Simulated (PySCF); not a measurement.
# C₂H₁₁AlN₂: runs on many settings

Aim: see how C₂H₁₁AlN₂ (`C[N](C)[AlH2-][NH3+]`) answers to the choice of functional, basis, grid and SCF options, and what happens with inputs that are wrong on purpose.

The runs use PySCF 2.14.0, with density-fitted response routines of our own; the level of theory stands in each step. All values are computed, except where a source is named. Atoms count from 0, in the outputs and in this text.

1 further run of the same task is left out (set aside as unsound or not needed).

## Step 1: The molecule as given

16 atoms, charge 0, multiplicity 1; geometry from: GFN2-xTB.

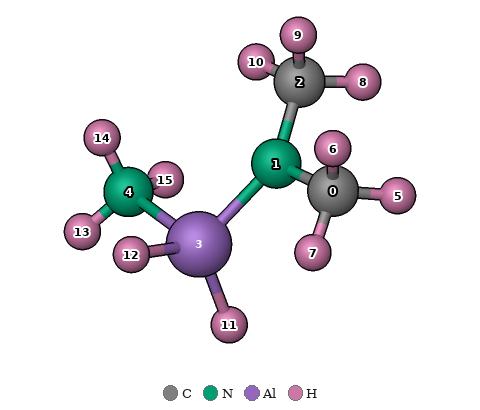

As it starts; carbon grey, nitrogen teal, aluminium purple, hydrogen pink, atoms numbered.

## Step 2: Nuclear shieldings: PBE0/pcSseg-1

The job: settings as JSON, then the geometry in Å.

```
{"job": {"kind": "nmr", "xc": "PBE0", "basis": "pcSseg-1"}, "charge": 0, "multiplicity": 1}
C     -1.666664    -0.907095    -0.649110
N     -0.628617    -0.111365    -0.021856
C     -1.195030     0.794237     0.953899
Al     0.967082    -0.591235    -0.731867
N      2.231444     0.640097     0.299817
H     -2.208902    -1.522901     0.079617
H     -2.400111    -0.284309    -1.176893
H     -1.190324    -1.570690    -1.375955
H     -1.722658     0.247527     1.747256
H     -1.917127     1.480085     0.490345
H     -0.404587     1.387846     1.414268
H      1.532653    -1.978520    -0.293382
H      1.252074    -0.120810    -2.191629
H      3.195464     0.464359     0.032910
H      2.014773     1.616390     0.114272
H      2.132931     0.465327     1.296897
```

With the program's defaults for keys left out, this is: GIAO PBE0/pcSseg-1 NMR shielding, non-relativistic, gas phase.

Launch:

```
OMP_NUM_THREADS=1 python probes_run.py task.json out
```

One launch serves the whole session: the jobs run in the order shown.

Output:

```text
coarse grid: 12744 points
cycle   1  E = -434.3236025375  dE =  1.759e-01  |g| = 4.823e-01  |ddm| = 3.272e+00
cycle   2  E = -434.2852088439  dE =  3.839e-02  |g| = 6.564e-01  |ddm| = 1.400e+00
cycle   3  E = -434.3842309664  dE = -9.902e-02  |g| = 8.335e-02  |ddm| = 9.186e-01
cycle   4  E = -434.3855396467  dE = -1.309e-03  |g| = 2.866e-02  |ddm| = 8.250e-02
cycle   5  E = -434.3857045669  dE = -1.649e-04  |g| = 7.121e-03  |ddm| = 2.201e-02
cycle   6  E = -434.3857149666  dE = -1.040e-05  |g| = 1.429e-03  |ddm| = 5.674e-03
cycle   7  E = -434.3857153830  dE = -4.165e-07  |g| = 4.132e-04  |ddm| = 1.477e-03
final grid: 115384 points
cycle   8  E = -434.4082394747  dE = -2.224e-05  |g| = 8.599e-03  |ddm| = 1.857e-02
cycle   9  E = -434.4082295874  dE =  9.887e-06  |g| = 1.088e-02  |ddm| = 1.782e-02
cycle  10  E = -434.4082568624  dE = -2.728e-05  |g| = 1.015e-03  |ddm| = 1.042e-02
cycle  11  E = -434.4082570601  dE = -1.976e-07  |g| = 1.859e-04  |ddm| = 8.896e-04
cycle  12  E = -434.4082570666  dE = -6.487e-09  |g| = 5.186e-05  |ddm| = 1.862e-04
cycle  13  E = -434.4082570670  dE = -4.909e-10  |g| = 1.764e-05  |ddm| = 5.799e-05
converged SCF energy = -434.4082570670

GIAO shielding tensors (ppm)
atom      isotropic    diamagn.    paramagn.     s11        s22        s33       span
  0 C      144.834     244.791     -99.957    116.348    137.730    180.423     64.074
  1 N      260.325     326.552     -66.227    234.769    256.815    289.390     54.621
  2 C      144.326     243.950     -99.624    118.635    130.741    183.601     64.966
  3 Al     451.700     797.460    -345.761    402.739    448.979    503.381    100.642
  4 N      235.421     318.318     -82.897    222.008    238.896    245.359     23.350
  5 H       29.226      29.280      -0.054     24.593     27.011     36.073     11.481
  6 H       29.228      29.273      -0.045     24.603     27.010     36.071     11.468
  7 H       28.934      30.303      -1.370     24.135     27.484     35.182     11.046
  8 H       29.073      29.641      -0.568     24.535     26.826     35.858     11.323
  9 H       29.079      29.634      -0.554     24.549     26.830     35.859     11.309
 10 H       29.290      32.051      -2.760     24.207     28.893     34.771     10.564
 11 H       27.634      31.169      -3.536     24.425     25.615     32.861      8.436
 12 H       27.635      31.140      -3.505     24.433     25.591     32.880      8.448
 13 H       29.724      28.425       1.299     24.283     24.381     40.508     16.224
 14 H       29.359      31.043      -1.684     23.373     26.064     38.642     15.269
 15 H       29.349      31.200      -1.851     23.329     26.233     38.486     15.156
```

It took 42 s on 1 thread, shared host.

Shifts follow as δ = σ(reference) − σ, with reference shieldings (ppm) from runs at the same level and on the same kind of geometry: 1H TMS 31.72, 13C TMS 186.9, 15N NH3 267.7, 27Al AlH4- 490.0. The references are single molecules in the gas phase, so shifts against H2O, NH3, PH3, H3PO4 or CFCl3 are not on the usual liquid scales and can be off by tens of ppm. Shifts against hydride references such as AlH4− lie on their own scale. Atoms listed in one row are averaged.

```
                  atoms                                     environment  σ (ppm)  δ (ppm)
                 C0, C2                       methyl carbon bonded to N    144.6     42.3
               H11, H12          hydrogen on an aluminium bonded to 2 N    27.63     4.08
H5, H6, H7, H8, H9, H10         hydrogen on a methyl carbon bonded to N    29.14     2.58
          H13, H14, H15  hydrogen on a donor nitrogen of a Lewis adduct    29.48     2.24
                     N4                donor nitrogen of a Lewis adduct    235.4     32.3
                     N1                      nitrogen bonded to 2 C, Al    260.3      7.4
                    Al3                    aluminium bonded to 2 N, 2 H    451.7     38.3
```

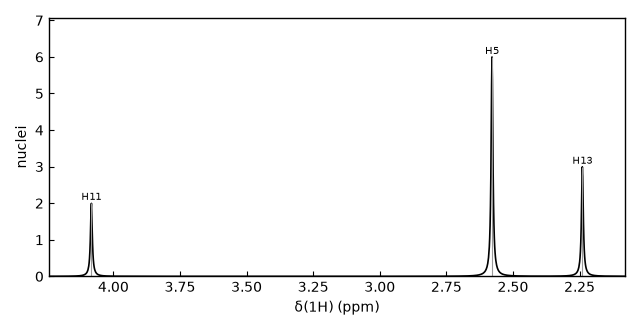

1H lines at the computed shifts, without couplings. Lines are broadened to a width of 0.01 ppm (Lorentzian).

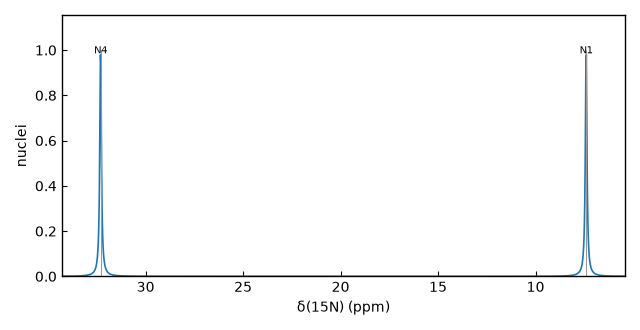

15N lines at the computed shifts, without couplings. Lines are broadened to a width of 0.10 ppm (Lorentzian).

Charges from the same density, by scheme (e):

```
 atoms  Mulliken    IAO  Hirshfeld  ESP fit
C0, C2     -0.06  -0.28      -0.08    -0.33
    N1     -0.87  -0.57      -0.26    -0.38
   Al3      0.84   0.70       0.34     0.82
    N4     -0.48  -0.61      -0.15    -0.70
```

Mulliken charges:

C0 -0.08; N1 -0.87; C2 -0.04; Al3 0.84; N4 -0.48; H5 0.09; H6 0.09; H7 0.10; H8 0.09; H9 0.09; H10 0.06; H11 -0.29; H12 -0.29; H13 0.23; H14 0.23; H15 0.23

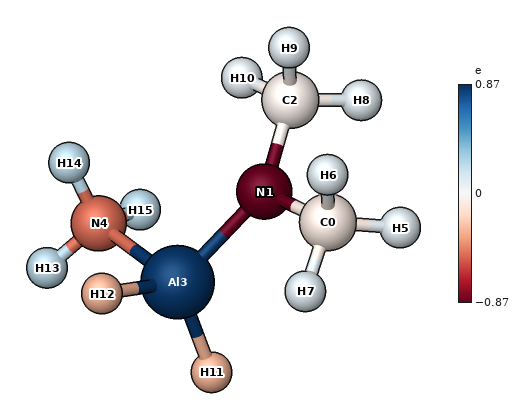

Mulliken charges, as colours on the atoms.

Mayer bond orders: C0–N1 0.97, N1–C2 1.00, N1–Al3 0.82, Al3–N4 0.36.

## Step 3: Ultraviolet spectrum: PBE0/def2-SVPD

Settings changed since step 2:

```diff
@@ -1,2 +1,2 @@
-{"job": {"kind": "nmr", "xc": "PBE0", "basis": "pcSseg-1"}, "charge": 0, "multiplicity": 1}
+{"job": {"kind": "uv", "xc": "PBE0", "basis": "def2-SVPD", "nstates": 6, "ntriplets": 2}, "charge": 0, "multiplicity": 1}
 C     -1.666664    -0.907095    -0.649110
```

With the program's defaults for keys left out, this is: TDDFT PBE0/def2-SVPD, vertical, gas phase, core orbitals frozen in the response.

Output:

```text
coarse grid: 12744 points
cycle   1  E = -434.1277670217  dE =  1.368e-01  |g| = 4.705e-01  |ddm| = 5.294e+00
cycle   2  E = -434.0841210499  dE =  4.365e-02  |g| = 6.588e-01  |ddm| = 1.387e+00
cycle   3  E = -434.1877493004  dE = -1.036e-01  |g| = 8.514e-02  |ddm| = 7.503e-01
cycle   4  E = -434.1892088067  dE = -1.460e-03  |g| = 2.889e-02  |ddm| = 1.145e-01
cycle   5  E = -434.1893847145  dE = -1.759e-04  |g| = 7.269e-03  |ddm| = 3.638e-02
cycle   6  E = -434.1893962603  dE = -1.155e-05  |g| = 1.512e-03  |ddm| = 1.105e-02
cycle   7  E = -434.1893967765  dE = -5.163e-07  |g| = 4.104e-04  |ddm| = 2.923e-03
final grid: 115384 points
cycle   8  E = -434.2399643314  dE = -2.617e-05  |g| = 8.413e-03  |ddm| = 8.923e-02
cycle   9  E = -434.2399532000  dE =  1.113e-05  |g| = 1.088e-02  |ddm| = 2.074e-02
cycle  10  E = -434.2399814960  dE = -2.830e-05  |g| = 1.115e-03  |ddm| = 1.130e-02
cycle  11  E = -434.2399817540  dE = -2.579e-07  |g| = 1.656e-04  |ddm| = 1.166e-03
cycle  12  E = -434.2399817594  dE = -5.452e-09  |g| = 5.409e-05  |ddm| = 3.171e-04
cycle  13  E = -434.2399817600  dE = -6.401e-10  |g| = 1.719e-05  |ddm| = 8.494e-05
converged SCF energy = -434.2399817600

Static polarisability (au): isotropic 75.262, principal 66.951 75.588 83.248

Singlet excitations
state   eV       nm        f      main configurations
  1   3.7324    332.2   0.00037   H->L 0.99
  2   4.8429    256.0   0.00331   H->L+1 0.97
  3   5.4118    229.1   0.00845   H->L+2 0.94
  4   5.6426    219.7   0.01840   H->L+4 0.91
  5   5.7156    216.9   0.01226   H->L+3 0.98
  6   5.8146    213.2   0.01332   H->L+5 0.96

Triplet excitations (Tamm-Dancoff, eV): 3.7063 4.7281
```

Run time: 52 s. Hardware: 1 thread, shared host.

The orbitals next to the gap, with their largest atomic shares:

```
orbital     eV                         atoms
 HOMO−3  -9.09    Al3 19 %, N1 17 %, N4 15 %
 HOMO−2  -8.26   Al3 26 %, N1 25 %, H12 13 %
 HOMO−1  -7.44  Al3 35 %, H11 25 %, H12 25 %
   HOMO  -5.16       N1 56 %, C2 9 %, C0 8 %
   LUMO  -0.46   Al3 27 %, N4 15 %, H13 14 %
 LUMO+1   0.87    Al3 26 %, C0 14 %, C2 12 %
 LUMO+2   1.20     Al3 44 %, H13 9 %, N4 6 %
```

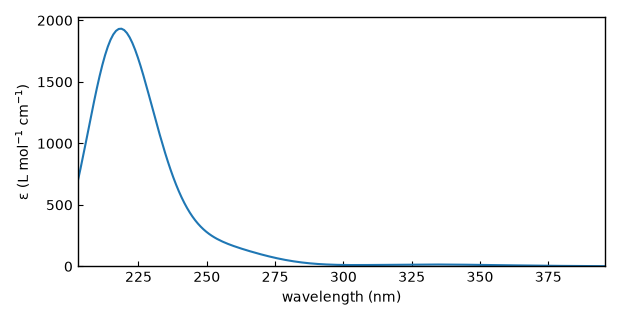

Absorption spectrum: each of the 6 states is a Gaussian band of 0.4 eV half-width at 1/e. Beyond the last state computed it falls off for lack of states.

Further results of this job:

```
           property  computed
  dipole moment (D)      5.00
polarisability (Å³)     11.15
 HOMO–LUMO gap (eV)      4.70
      −ε(HOMO) (eV)      5.16
```

## Step 4: TDDFT and polarisability: mPW1PW91/6-31G-J

Settings changed since step 3:

```diff
@@ -1,2 +1,2 @@
-{"job": {"kind": "uv", "xc": "PBE0", "basis": "def2-SVPD", "nstates": 6, "ntriplets": 2}, "charge": 0, "multiplicity": 1}
+{"job": {"kind": "uv", "xc": "mPW1PW91", "basis": "6-31G-J", "nstates": 3, "ntriplets": 2, "tda": false, "max_iter": 2, "scf": {"max_cycle": 71}}, "charge": 0, "multiplicity": 1}
 C     -1.666664    -0.907095    -0.649110
```

Level: mPW1PW91/6-31G-J.

Output:

```text
KeyError: 'Element al (Z=13) not found in basis 6-31G-J version 0'
```

It took 0.1 s on 1 thread, shared host.

Diagnosis: The basis 6-31G-J has no functions for an element of the molecule, so the input was refused before any integral. The remedy is to choose a basis that covers all elements.

## Step 5: Shielding tensors: PBE0/pcSseg-1

Settings changed since step 4:

```diff
@@ -1,2 +1,2 @@
-{"job": {"kind": "uv", "xc": "mPW1PW91", "basis": "6-31G-J", "nstates": 3, "ntriplets": 2, "tda": false, "max_iter": 2, "scf": {"max_cycle": 71}}, "charge": 0, "multiplicity": 1}
+{"job": {"kind": "nmr", "xc": "PBE0", "basis": "pcSseg-1", "pop": false, "scf": {"guess": "vsap"}}, "charge": 0, "multiplicity": 1}
 C     -1.666664    -0.907095    -0.649110
```

Level: GIAO PBE0/pcSseg-1 NMR shielding, non-relativistic, gas phase.

Output:

```text
final grid: 115384 points
cycle   1  E = -423.8347271452  dE =  8.629e+00  |g| = 4.660e+00  |ddm| = 2.511e+01
cycle   2  E = -390.1975824975  dE =  3.364e+01  |g| = 1.202e+01  |ddm| = 2.658e+01
cycle   3  E = -422.0984837367  dE = -3.190e+01  |g| = 6.387e+00  |ddm| = 9.175e+00
cycle   4  E = -433.0684264054  dE = -1.097e+01  |g| = 2.281e+00  |ddm| = 5.096e+00
cycle   5  E = -434.1982462501  dE = -1.130e+00  |g| = 8.956e-01  |ddm| = 2.298e+00
cycle   6  E = -434.3173115904  dE = -1.191e-01  |g| = 6.471e-01  |ddm| = 7.341e-01
cycle   7  E = -434.4043925921  dE = -8.708e-02  |g| = 1.262e-01  |ddm| = 5.980e-01
cycle   8  E = -434.4078326283  dE = -3.440e-03  |g| = 4.531e-02  |ddm| = 1.805e-01
cycle   9  E = -434.4082113992  dE = -3.788e-04  |g| = 1.452e-02  |ddm| = 5.570e-02
cycle  10  E = -434.4082550035  dE = -4.360e-05  |g| = 3.011e-03  |ddm| = 1.015e-02
cycle  11  E = -434.4082570206  dE = -2.017e-06  |g| = 4.477e-04  |ddm| = 2.646e-03
cycle  12  E = -434.4082570567  dE = -3.610e-08  |g| = 2.086e-04  |ddm| = 4.563e-04
cycle  13  E = -434.4082570669  dE = -1.025e-08  |g| = 2.917e-05  |ddm| = 1.733e-04
cycle  14  E = -434.4082570671  dE = -1.871e-10  |g| = 8.961e-06  |ddm| = 3.293e-05
converged SCF energy = -434.4082570671

GIAO shielding tensors (ppm)
atom      isotropic    diamagn.    paramagn.     s11        s22        s33       span
  0 C      144.834     244.791     -99.956    116.349    137.731    180.424     64.075
  1 N      260.328     326.552     -66.223    234.773    256.819    289.394     54.621
  2 C      144.326     243.950     -99.624    118.635    130.741    183.602     64.967
  3 Al     451.700     797.461    -345.761    402.739    448.979    503.381    100.642
  4 N      235.419     318.319     -82.900    222.006    238.893    245.357     23.351
  5 H       29.226      29.280      -0.054     24.593     27.011     36.074     11.481
  6 H       29.228      29.273      -0.045     24.603     27.010     36.072     11.468
  7 H       28.934      30.303      -1.370     24.135     27.484     35.182     11.047
  8 H       29.073      29.641      -0.568     24.535     26.826     35.858     11.323
  9 H       29.079      29.634      -0.554     24.549     26.830     35.859     11.309
 10 H       29.290      32.051      -2.760     24.207     28.893     34.771     10.565
 11 H       27.634      31.169      -3.536     24.425     25.615     32.861      8.436
 12 H       27.635      31.140      -3.505     24.433     25.591     32.880      8.448
 13 H       29.724      28.425       1.299     24.283     24.381     40.508     16.224
 14 H       29.359      31.043      -1.684     23.373     26.064     38.642     15.269
 15 H       29.349      31.200      -1.851     23.329     26.233     38.485     15.156
```

Wall time 47 s (1 thread, shared host).

In short: δ C0 42.3, N4 32.3, N1 7.4, Al3 38.3, H11 4.08, H5 2.58 ppm (means over like atoms).

## Step 6: Results

| quantity | value |
| --- | --- |
| 13C shifts against TMS (PBE0/pcSseg-1, means over atoms taken as alike) | 42.3 ppm |
| 1H shifts against TMS (PBE0/pcSseg-1, means over atoms taken as alike) | 4.08, 2.58, 2.24 ppm |
| 15N shifts against NH3 (PBE0/pcSseg-1) | 32.3, 7.4 ppm |
| 27Al shifts against AlH4- (PBE0/pcSseg-1) | 38.3 ppm |
| lowest singlet (PBE0/def2-SVPD) | 3.73 eV (332 nm), f = 0.000 |
| brightest single state of those computed | state 4, 5.64 eV, f = 0.018 |
| lowest triplet | 3.71 eV |
| property runs in this session | 4, of which 1 failed and 0 gave unsound results |

**Reading.** Single values in the summary come from the first run of each kind that ended normally (PBE0/pcSseg-1; PBE0/def2-SVPD), which need not be the best level. At PBE0/pcSseg-1: Shielding is most anisotropic at Al3 (span 101 ppm, paramagnetic term -346 ppm). The lowest singlet, at 3.73 eV, is HOMO→LUMO 0.99 and is dark; of the 6 states computed, the strongest absorption comes from state 4 at 5.64 eV. The lowest triplet lies 0.03 eV below the lowest singlet (triplets in Tamm-Dancoff, singlets in full TDDFT). States above −ε(HOMO) lie where TDDFT describes them poorly and they hang on the basis; the brightest is among them.
